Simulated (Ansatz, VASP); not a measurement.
# Cross-check of Ge (Germanium) between VASP and Ansatz, part 2 of 2

Aim: how closely do two programs agree when they are given the same cell, functional and k mesh? The cell is taken from a series of VASP runs on this material, whose earlier steps may have relaxed, scaled or displaced it; both programs get it as it stands. Valence electrons are named where the data sets of a main pair hold unlike numbers.

VASP 6.6.1 and Ansatz 0.2.0.

So far: Set-up; Ansatz: band structure, HSE06.

### Step 3. VASP: band structure, HSE06

Level of this step: HSE06; plane waves and PAW (Ge_d) (VASP).

The same cell, functional, mesh and smearing now go to VASP, with its own data sets.

Lines of VASP's logs that name or quote its potential files are left out, and so is its time.

The run reads the wave functions of an earlier VASP run, which isn't shown here.

The input, INCAR:

```
SYSTEM = Ge
PREC = Accurate
ENCUT = 360
EDIFF = 1E-06
NELM = 100
ISMEAR = 0
SIGMA = 0.03
LREAL = .FALSE.
ALGO = Normal
LHFCALC = .TRUE.
AEXX = 0.25
GGA = PE
HFSCREEN = 0.2
LASPH = .TRUE.
NBANDS = 20
PRECFOCK = Fast
LORBIT = 11
LWAVE = .FALSE.
LCHARG = .FALSE.
KPAR = 8
```

The input, POSCAR:

```
Ge
1.0
    0.0000000000      2.8289100000      2.8289100000
    2.8289100000      0.0000000000      2.8289100000
    2.8289100000      2.8289100000      0.0000000000
Ge
2
Direct
    0.7500000000      0.7500000000      0.7500000000
    0.5000000000      0.5000000000      0.5000000000
```

The input, KPOINTS:

```
Automatic mesh
0
Gamma
5 5 5
0 0 0
```

The input, KPOINTS_OPT:

```
Line mode
10
Line-mode
Reciprocal
  0.00000000   0.00000000   0.00000000 GAMMA
  0.50000000   0.00000000   0.50000000 X

  0.50000000   0.00000000   0.50000000 X
  0.50000000   0.25000000   0.75000000 W

  0.50000000   0.25000000   0.75000000 W
  0.37500000   0.37500000   0.75000000 K

  0.37500000   0.37500000   0.75000000 K
  0.00000000   0.00000000   0.00000000 GAMMA

  0.00000000   0.00000000   0.00000000 GAMMA
  0.50000000   0.50000000   0.50000000 L

  0.50000000   0.50000000   0.50000000 L
  0.62500000   0.25000000   0.62500000 U

  0.62500000   0.25000000   0.62500000 U
  0.50000000   0.25000000   0.75000000 W

  0.50000000   0.25000000   0.75000000 W
  0.50000000   0.50000000   0.50000000 L

  0.50000000   0.50000000   0.50000000 L
  0.37500000   0.37500000   0.75000000 K

  0.62500000   0.25000000   0.62500000 U
  0.50000000   0.00000000   0.50000000 X
```

Potentials, in the order of the species: Ge_d (PBE family, release 64).

Started as:

```bash
$ mpirun -np 8 vasp_std
```

Numbers of over 12 decimals in the logs are rounded to 6 here.

Output:

```text
[banner, memory and clock lines left out]
running    8 mpi-ranks, on    1 nodes
 distrk:  each k-point on    1 cores,    8 groups
 distr:  one band on    1 cores,    1 groups

 POSCAR found type information on POSCAR Ge
 POSCAR found :  1 types and       2 ions
|                                                                             |
|           W    W    AA    RRRRR   N    N  II  N    N   GGGG   !!!           |
|           W    W   A  A   R    R  NN   N  II  NN   N  G    G  !!!           |
|           W    W  A    A  R    R  N N  N  II  N N  N  G       !!!           |
|           W WW W  AAAAAA  RRRRR   N  N N  II  N  N N  G  GGG   !            |
|           WW  WW  A    A  R   R   N   NN  II  N   NN  G    G                |
|           W    W  A    A  R    R  N    N  II  N    N   GGGG   !!!           |
|                                                                             |
|     For optimal performance we recommend to set                             |
|       NCORE = 2 up to number-of-cores-per-socket                            |
|     NCORE specifies how many cores store one orbital (NPAR=cpu/NCORE).      |
|     This setting can greatly improve the performance of VASP for DFT.       |
|     The default, NCORE=1 might be grossly inefficient on modern             |
|     multi-core architectures or massively parallel machines. Do your        |
|     Unfortunately you need to use the default for GW and RPA                |
|     calculations (for HF NCORE is supported but not extensively tested      |
|     yet).                                                                   |
|                                                                             |

 LDA part: xc-table for (Slater+PW92), standard interpolation
 found WAVECAR, reading the header
 POSCAR, INCAR and KPOINTS ok, starting setup
 FFT: planning ... GRIDC
 FFT: planning ... GRID_SOFT
 FFT: planning ... GRID
 reading WAVECAR
 the WAVECAR file was read successfully
 initial charge from wavefunction
 entering main loop
       N       E                     dE             d eps       ncg     rms          rms(c)
DAV:   1    -0.106377159216E+02   -0.10638E+02   -0.20248E+00   532   0.252E+01    0.136E+00
DAV:   2    -0.106342085367E+02    0.35074E-02   -0.65354E-02   484   0.341E+00    0.980E-01
DAV:   3    -0.106303677718E+02    0.38408E-02   -0.11089E-02   552   0.189E+00    0.654E-01
DAV:   4    -0.106298526734E+02    0.51510E-03   -0.12942E-03   484   0.614E-01    0.404E-01
DAV:   5    -0.106296940151E+02    0.15866E-03   -0.12004E-04   468   0.161E-01    0.244E-01
DAV:   6    -0.106296315866E+02    0.62428E-04   -0.20208E-05   424   0.526E-02    0.145E-01
DAV:   7    -0.106296055612E+02    0.26025E-04   -0.71617E-06   348   0.229E-02    0.857E-02
DAV:   8    -0.106295951708E+02    0.10390E-04   -0.28310E-06   348   0.125E-02    0.503E-02
DAV:   9    -0.106295913358E+02    0.38350E-05   -0.10004E-06   340   0.668E-03    0.295E-02
DAV:  10    -0.106295888189E+02    0.25169E-05   -0.38305E-07   268   0.448E-03    0.173E-02
DAV:  11    -0.106295880992E+02    0.71969E-06   -0.16023E-07   212   0.298E-03
   1 F= -.10629588E+02 E0= -.10629588E+02  d E =-.379526E-27
 Start KPOINTS_OPT (optional k-point list driver)
k-point batch [1-10\100]
       N       E                     dE             ncg
DAV:   1    -0.268842080959E+04   -0.66930E+04      428
DAV:   2    -0.442644472248E+04   -0.17380E+04      404
DAV:   3    -0.466802003361E+04   -0.24158E+03      448
DAV:   4    -0.467721634819E+04   -0.91963E+01      452
DAV:   5    -0.467736996730E+04   -0.15362E+00      464
DAV:   6    -0.467737346064E+04   -0.34933E-02      460
DAV:   7    -0.467737359203E+04   -0.13138E-03      472
DAV:   8    -0.467737359808E+04   -0.60469E-05      440
DAV:   9    -0.467737359837E+04   -0.29330E-06      300
[...]
k-point batch [91-100\100]
       N       E                     dE             ncg
DAV:   1    -0.279177396542E+04   -0.11450E+05      460
DAV:   2    -0.454321954389E+04   -0.17514E+04      400
DAV:   3    -0.477412398073E+04   -0.23090E+03      460
DAV:   4    -0.478229267479E+04   -0.81687E+01      444
DAV:   5    -0.478243244226E+04   -0.13977E+00      456
DAV:   6    -0.478243552426E+04   -0.30820E-02      464
DAV:   7    -0.478243563547E+04   -0.11121E-03      464
DAV:   8    -0.478243564065E+04   -0.51832E-05      432
DAV:   9    -0.478243564092E+04   -0.26187E-06      296
```

Parts of OUTCAR (step 3):

```text
ion  position               nearest neighbor table
   1  0.750  0.750  0.750-   2 2.45   2 2.45   2 2.45   2 2.45
   2  0.500  0.500  0.500-   1 2.45   1 2.45   1 2.45   1 2.45

  LATTYP: Found a face centered cubic cell.
 ALAT       =     5.6578200000

 Subroutine GETGRP returns: Found 48 space group operations
 (whereof 24 operations were pure point group operations)

The static configuration has the point symmetry T_d .
 The point group associated with its full space group is O_h .

 Found     10 irreducible k-points:

   k-points           NKPTS =     10   k-points in BZ     NKDIM =    125   number of bands    NBANDS=     20

   dimension x,y,z NGX =    28 NGY =   28 NGZ =   28
   dimension x,y,z NGXF=    56 NGYF=   56 NGZF=   56

   ENCUT  =  360.0 eV  26.46 Ry    5.14 a.u.   6.19  6.19  6.19*2*pi/ulx,y,z

   NELECT =      28.0000    total number of electrons

 k-points in reciprocal lattice and weights: Automatic mesh
   0.00000000  0.00000000  0.00000000       0.008
   0.20000000  0.00000000  0.00000000       0.064
   0.40000000  0.00000000  0.00000000       0.064
   0.20000000  0.20000000  0.00000000       0.048
   0.40000000  0.20000000  0.00000000       0.192
  -0.40000000  0.20000000  0.00000000       0.192
  -0.20000000  0.20000000  0.00000000       0.096
   0.40000000  0.40000000  0.00000000       0.048
  -0.40000000  0.40000000  0.00000000       0.096
  -0.40000000  0.40000000  0.20000000       0.192

  exchange ACFDT corr.  =         0.00000000  see jH, gK, PRB 81, 115126

 average (electrostatic) potential at core
       1 -67.2667       2 -67.2667

 E-fermi :   4.8933

 k-point     1 :       0.0000    0.0000    0.0000
  band No.  band energies     occupation
    ...
     10     -23.0014      2.00000
     11      -9.3781      2.00000
     12       4.6701      2.00000
     13       4.6702      2.00000
     14       4.6702      2.00000
     15       5.5958      0.00000
     16       7.9146      0.00000
     17       7.9147      0.00000
     18       7.9147      0.00000
     19      11.9229      0.00000
    ...

 k-point     2 :       0.2000    0.0000    0.0000
  band No.  band energies     occupation
    ...
     10     -22.9869      2.00000
     11      -8.8437      2.00000
     12       0.6814      2.00000
     13       3.9610      2.00000
     14       3.9610      2.00000
     15       6.2475      0.00000
     16       8.8412      0.00000
     17       8.8412      0.00000
     18      10.3001      0.00000
     19      13.6043      0.00000
    ...

 k-point     3 :       0.4000    0.0000    0.0000
  band No.  band energies     occupation
    ...
     10     -22.9787      2.00000
     11      -7.4684      2.00000
     12      -2.9181      2.00000
     13       3.2447      2.00000
     14       3.2447      2.00000
     15       5.6110      0.00000
     16       9.1886      0.00000
     17       9.1886      0.00000
     18      12.7467      0.00000
     19      14.5318      0.00000
    ...

  energy-cutoff  :      360.00
  volume of cell :       45.28
      direct lattice vectors                 reciprocal lattice vectors
     0.000000000  2.828910000  2.828910000    -0.176746521  0.176746521  0.176746521
     2.828910000  0.000000000  2.828910000     0.176746521 -0.176746521  0.176746521
     2.828910000  2.828910000  0.000000000     0.176746521  0.176746521 -0.176746521

 POSITION                                       TOTAL-FORCE (eV/Angst)
 -----------------------------------------------------------------------------------
      4.24336      4.24336      4.24336         0.000000      0.000000      0.000000
      2.82891      2.82891      2.82891        -0.000000     -0.000000     -0.000000
 -----------------------------------------------------------------------------------
    total drift:                               -0.000000      0.000000      0.000000

  FREE ENERGIE OF THE ION-ELECTRON SYSTEM (eV)
  ---------------------------------------------------
  free  energy   TOTEN  =       -10.6295880992 eV

  energy  without entropy=      -10.6295880992  energy(sigma->0) =      -10.62958810

 total charge
# of ion       s       p       d       tot
------------------------------------------
    1        1.105   1.304  10.026  12.435
    2        1.105   1.304  10.026  12.435
--------------------------------------------------
tot          2.209   2.609  20.053  24.871

[... 3 further parts left out ...]
```

### Step 4. Comparison

Known differences besides the potentials themselves: exact exchange at q = 0 is treated differently, which shows on coarse meshes; VASP keeps PBE cores, Ansatz makes them for the functional; the cutoff is 420 eV in Ansatz and 360 eV in VASP; VASP takes a coarser grid for exact exchange (PRECFOCK = Fast). Total energies have different zeros and are not compared.

Compared:

```csv
quantity,Ansatz,VASP,difference
gap over the path points (eV),0.843,0.852,-0.009
```

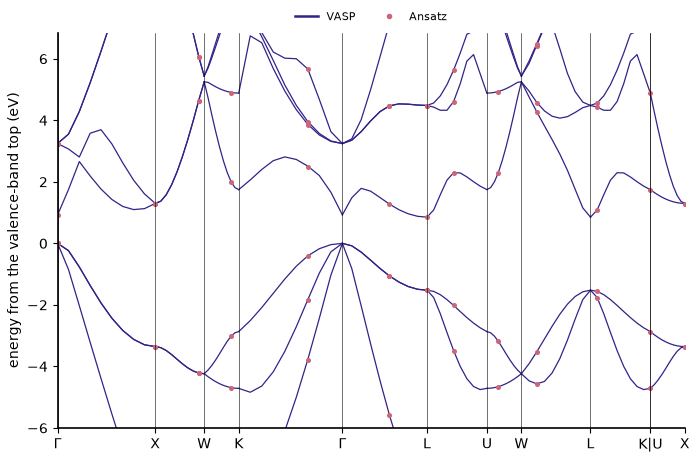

Bands from VASP (lines) and levels from Ansatz (dots). Dots without a line are higher empty bands that the VASP plot leaves out.

Levels at points of the path, from each program's valence-band top (eV; 3 filled, then empty):

```csv
k (reciprocal lattice),Ansatz,VASP
0.000 0.000 0.000,0.00 0.00 0.00 0.91 3.24 3.24,0.00 0.00 0.00 0.93 3.24 3.24
0.500 0.000 0.500,-9.71 -3.36 -3.36 1.29 1.29 10.82,-9.71 -3.36 -3.36 1.30 1.30 10.83
0.500 0.222 0.722,-9.60 -4.22 -4.22 4.64 4.64 6.06,-9.60 -4.21 -4.21 4.65 4.65 6.07
0.403 0.347 0.750,-9.07 -4.69 -3.02 2.00 4.90 7.91,-9.06 -4.69 -3.02 2.00 4.91 7.92
0.125 0.125 0.250,-3.78 -1.83 -0.41 2.50 3.86 3.95,-3.77 -1.83 -0.41 2.51 3.87 3.96
0.278 0.278 0.278,-5.58 -1.06 -1.06 1.27 4.46 4.46,-5.58 -1.06 -1.06 1.28 4.47 4.47
0.500 0.500 0.500,-8.30 -1.52 -1.52 0.84 4.47 4.47,-8.30 -1.52 -1.52 0.85 4.48 4.48
0.556 0.389 0.556,-8.28 -3.49 -2.02 2.29 4.60 5.62,-8.28 -3.48 -2.02 2.30 4.61 5.63
0.583 0.250 0.667,-9.09 -4.66 -3.19 2.30 4.93 7.52,-9.09 -4.66 -3.19 2.30 4.94 7.54
0.500 0.306 0.694,-8.85 -4.57 -3.53 4.27 4.58 6.43,-8.84 -4.57 -3.53 4.28 4.58 6.44
```

Among the levels compared at these points, filled levels agree within 3 meV and empty ones within 16 meV.

### Step 5. VASP: band structure, PBE0

The same path points are solved in both programs, so levels can be compared one by one.

The run reads the wave functions of an earlier VASP run, which isn't shown here.

Changes to INCAR since step 3:

```diff
@@ -12,3 +12,2 @@
 GGA = PE
-HFSCREEN = 0.2
 LASPH = .TRUE.
@@ -16,2 +15,3 @@
 PRECFOCK = Fast
+HFRCUT = -1
 LORBIT = 11
```

POSCAR is that of step 3.

KPOINTS is that of step 3.

KPOINTS_OPT is that of step 3.

Started as:

```bash
$ mpirun -np 8 vasp_std
```

Output:

```text
[banner, memory and clock lines left out]
running    8 mpi-ranks, on    1 nodes
[...]
[... a notice as in an earlier step ...]

 LDA part: xc-table for (Slater+PW92), standard interpolation
 found WAVECAR, reading the header
 POSCAR, INCAR and KPOINTS ok, starting setup
[...]
HFRCUT set to (new)   11.055276
 reading WAVECAR
 the WAVECAR file was read successfully
 initial charge from wavefunction
 entering main loop
       N       E                     dE             d eps       ncg     rms          rms(c)
DAV:   1    -0.115791667029E+02   -0.11579E+02   -0.19339E+00   532   0.245E+01    0.131E+00
DAV:   2    -0.115873197633E+02   -0.81531E-02   -0.69374E-02   464   0.312E+00    0.958E-01
DAV:   3    -0.115838652230E+02    0.34545E-02   -0.11860E-02   556   0.187E+00    0.648E-01
DAV:   4    -0.115833835847E+02    0.48164E-03   -0.13513E-03   504   0.630E-01    0.402E-01
[...]
DAV:   9    -0.115831210801E+02    0.46829E-05   -0.10392E-06   340   0.695E-03    0.296E-02
[...]
1 F= -.11583118E+02 E0= -.11583118E+02  d E =-.148567E-28
 Start KPOINTS_OPT (optional k-point list driver)
k-point batch [1-10\100]
       N       E                     dE             ncg
DAV:   1    -0.275355240914E+04   -0.67582E+04      428
DAV:   2    -0.452833781024E+04   -0.17748E+04      404
DAV:   3    -0.477410287909E+04   -0.24577E+03      452
DAV:   4    -0.478344409237E+04   -0.93412E+01      456
DAV:   5    -0.478359934622E+04   -0.15525E+00      464
DAV:   6    -0.478360293653E+04   -0.35903E-02      468
DAV:   7    -0.478360306391E+04   -0.12739E-03      464
DAV:   8    -0.478360306965E+04   -0.57336E-05      444
DAV:   9    -0.478360306990E+04   -0.24899E-06      296
[...]
k-point batch [91-100\100]
       N       E                     dE             ncg
DAV:   1    -0.286460891634E+04   -0.11523E+05      460
DAV:   2    -0.464827292563E+04   -0.17837E+04      400
DAV:   3    -0.488226015767E+04   -0.23399E+03      460
DAV:   4    -0.489055861332E+04   -0.82985E+01      444
DAV:   5    -0.489070274833E+04   -0.14414E+00      456
DAV:   6    -0.489070602006E+04   -0.32717E-02      464
DAV:   7    -0.489070614141E+04   -0.12135E-03      472
DAV:   8    -0.489070614681E+04   -0.53983E-05      444
DAV:   9    -0.489070614705E+04   -0.24500E-06      300
```

OUTCAR, selected parts (step 5):

```text
 POSITION                                       TOTAL-FORCE (eV/Angst)
 -----------------------------------------------------------------------------------
      4.24336      4.24336      4.24336         0.000000      0.000000      0.000000
      2.82891      2.82891      2.82891        -0.000000     -0.000000     -0.000000
 -----------------------------------------------------------------------------------
    total drift:                                0.000000      0.000000      0.000000

  FREE ENERGIE OF THE ION-ELECTRON SYSTEM (eV)
  ---------------------------------------------------
  free  energy   TOTEN  =       -11.5831180283 eV

  energy  without entropy=      -11.5831180283  energy(sigma->0) =      -11.58311803

[... 2 parts as in an earlier step ...]

[... 1 further part left out ...]
[key lines of the parts left out:]
E-fermi :   4.5770
```

### Step 6. Ansatz: band structure, PBE0

The same cell, functional, mesh and smearing now go to Ansatz, which takes its cutoff from its data sets.

The cell is taken from a series of VASP runs on this material, whose earlier steps may have relaxed, scaled or displaced it; both programs get it as it stands.

The input, input.yaml:

```yaml
crystal:
  lattice:
    - [0.0, 2.82891, 2.82891]
    - [2.82891, 0.0, 2.82891]
    - [2.82891, 2.82891, 0.0]
  atoms:
    - { symbol: Ge, position: [0.75, 0.75, 0.75] }
    - { symbol: Ge, position: [0.5, 0.5, 0.5] }
hamiltonian:
  xc: pbe0
  pseudopotentials: { kind: paw }
kpoints:
  mp_grid: { grid: [5, 5, 5] }
  band_path:
    path:
      - [0.0, 0.0, 0.0]
      - [0.5, 0.0, 0.5]
      - [0.5, 0.22222, 0.72222]
      - [0.40278, 0.34722, 0.75]
      - [0.125, 0.125, 0.25]
      - [0.27778, 0.27778, 0.27778]
      - [0.5, 0.5, 0.5]
      - [0.55556, 0.38889, 0.55556]
      - [0.58333, 0.25, 0.66667]
      - [0.5, 0.30556, 0.69444]
      - [0.48611, 0.48611, 0.52778]
      - [0.625, 0.25, 0.625]
      - [0.5, 0.0, 0.5]
    npoints: 1
scf:
  occupations: { method: gaussian, width: 0.03 }
  n_extra_bands: 7
output:
  forces: true
  stress: true
  eigenvalues: true
```

Started as:

```bash
$ ansatz run input.yaml --threads 4 --pin off --max-ram 9216MiB --backend cpu --events-out ev --progress --plain --runs-dir out
```

Output:

```text
[...]
Crystal: 2 atoms, lattice volume = 45.278 Å³
Basis set: ecut = 420 eV, 893 PW (Γ), exchange–correlation on 54×54×54 points (8 copies of the dense FFT grid, shifted against one another)
Bands: 21, of which v1, the nominal top of the filled ones, is band 14 counted from 1 (13 counted from 0)
Symmetry: 48 space group operations
[...]
k-points: 10 of 125
[...]
--- Band table (eV; the first three rows and the last of 10) ---
  k-point 0: bands = [... 10 lower, -6.2220, 7.9399, 7.9399, 7.9399, 9.4405, 11.8177, 11.8177, 11.8177, ... 3 higher]
  k-point 1: bands = [... 10 lower, -5.6874, 3.8836, 7.2214, 7.2214, 10.1172, 12.7566, 12.7566, 14.2187, ... 3 higher]
  k-point 2: bands = [... 10 lower, -4.3103, 0.2428, 6.4869, 6.4869, 9.4769, 13.1116, 13.1116, 16.6652, ... 3 higher]
  k-point 9: bands = [... 10 lower, -2.9743, -0.5321, 3.4485, 4.5395, 12.6673, 13.0073, 13.6342, 17.1323, ... 3 higher]
[key lines of the parts left out:]
Free energy (F): -8591.617833 eV
Fermi energy:    8.690523 eV
P = ⅓ Tr σ = 0.7842 GPa (7.842 kbar)
```

Elapsed: 38 s, on 4 threads of Arm Neoverse V2, shared host; peak memory 0.74 GiB.

### Step 7. Differences

The two programs side by side:

```csv
quantity,Ansatz,VASP,difference
gap over the path points (eV),1.456,1.486,-0.030
```

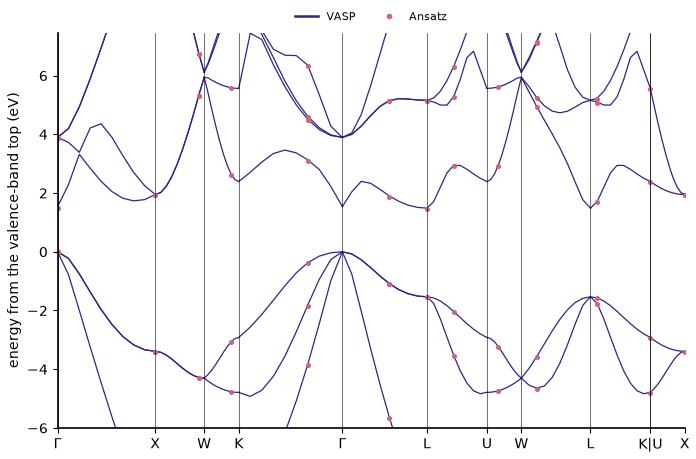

Bands from VASP (lines) and levels from Ansatz (dots). Dots without a line are higher empty bands that the VASP plot leaves out.

Levels at points of the path, from each program's valence-band top (eV; 3 filled, then empty):

```csv
k (reciprocal lattice),Ansatz,VASP
0.000 0.000 0.000,0.00 0.00 0.00 1.50 3.88 3.88,0.00 0.00 0.00 1.54 3.90 3.90
0.500 0.000 0.500,-9.82 -3.40 -3.40 1.92 1.92 11.51,-9.80 -3.39 -3.39 1.95 1.95 11.54
0.500 0.222 0.722,-9.70 -4.30 -4.30 5.30 5.30 6.74,-9.69 -4.28 -4.28 5.33 5.33 6.76
0.403 0.347 0.750,-9.17 -4.78 -3.08 2.63 5.57 8.60,-9.16 -4.76 -3.07 2.65 5.59 8.62
0.125 0.125 0.250,-3.85 -1.83 -0.38 3.10 4.49 4.59,-3.83 -1.81 -0.37 3.13 4.51 4.61
0.278 0.278 0.278,-5.66 -1.09 -1.09 1.87 5.13 5.13,-5.64 -1.08 -1.08 1.90 5.15 5.15
0.500 0.500 0.500,-8.41 -1.54 -1.54 1.46 5.13 5.13,-8.40 -1.53 -1.53 1.49 5.16 5.16
0.556 0.389 0.556,-8.39 -3.54 -2.04 2.92 5.26 6.29,-8.38 -3.52 -2.03 2.94 5.28 6.31
0.583 0.250 0.667,-9.20 -4.75 -3.24 2.93 5.60 8.21,-9.19 -4.73 -3.23 2.95 5.62 8.24
0.500 0.306 0.694,-8.95 -4.66 -3.58 4.93 5.23 7.11,-8.94 -4.65 -3.57 4.95 5.25 7.14
```

Among the levels compared at these points, filled levels agree within 24 meV and empty ones within 36 meV.

### Step 8. Results

| Item | Value |
| --- | --- |
| largest difference of a filled level at the path points (band structure, HSE06) | 3.1 meV |
| largest difference of a filled level at the path points (band structure, PBE0) | 24 meV |

In words: The largest difference of a filled level at the path points is 24 meV (band structure, PBE0), within the 80 meV picked in this series as the mark of a large difference. How closely two codes agree says nothing of how well the functional describes the real material.

[Lines on the potential files, build, host, timing and source positions are cut from VASP's logs without a mark.]

[Logs are printed without paths, hosts, clocks, repeated set-up lines and the standing remarks that a program may print on its own settings, such as how far it seeks lower states.]

[Hosts, paths, dates, database ids (printed as entryN), source tags and the programs' standing remarks are cut or masked in the printed files.]
